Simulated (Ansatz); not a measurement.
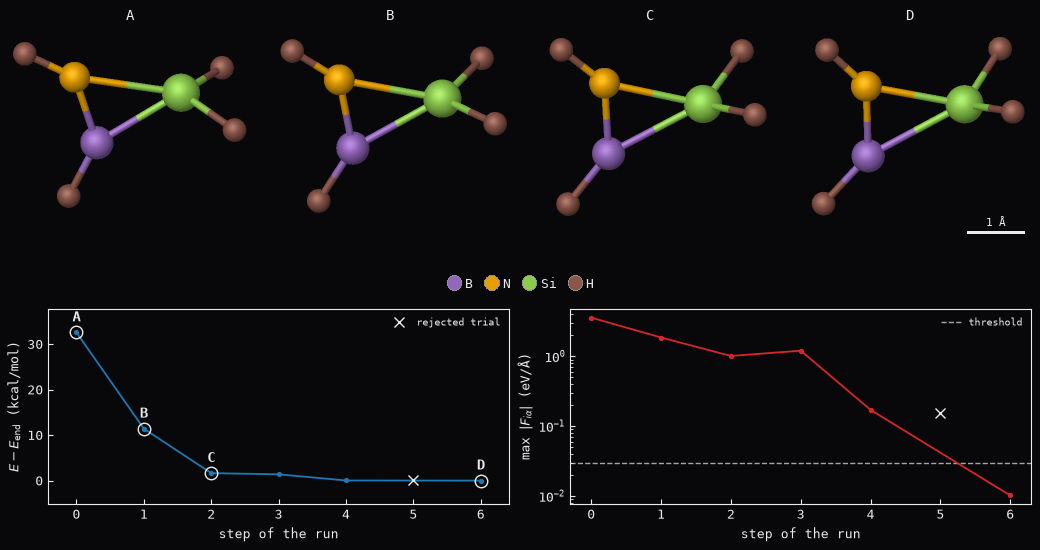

Frames of a relaxation of BSiNH₄, marked on the history of the run. A ball-and-stick model, seen at a tilt.

It is one of the separated reactants of a reaction.

Theory: RKS PBE-D4/def2-SVP (Ansatz 0.2.0). Settings: force threshold 0.03 eV/Å; at most 250 steps.

### What happens along the run?

The largest move after the best rigid fit is that of an H atom, 0.46 Å. By element the largest moves are H 0.46 Å, B 0.30 Å, N 0.28 Å, Si 0.24 Å. Among the contacts that change: B–Si 1.756 → 1.955 Å, N–Si 1.929 → 1.800 Å, B–H 1.150 → 1.208 Å, H–Si 1.485 → 1.505 Å. Among the angles between lasting bonds that change: Si–N–H 162.0° → 147.1°, B–N–Si 61.5° → 74.5°, N–B–Si 74.9° → 62.5°. The energy falls by 32.6 kcal/mol in 5 accepted moves (6 points after the start). The largest force component goes from 3.6 to 0.01 eV/Å. The line search rejected the trial step at point 5 of the run. From step 0 to 1: an H atom moves most (0.20 Å), energy −21.2 kcal/mol. From step 1 to 2: an H atom moves most (0.20 Å), energy −9.77 kcal/mol. From step 2 to 6: an H atom moves most (0.10 Å), energy −1.65 kcal/mol.

```
step  E − E(0), kcal/mol  largest force component, eV/Å      note
   0                0.00                         3.5792          
   1              -21.15                         1.8591          
   2              -30.92                         1.0121          
   3              -31.18                         1.2045          
   4              -32.54                         0.1709          
   5              -32.54                         0.1559  rejected
   6              -32.57                         0.0102
```
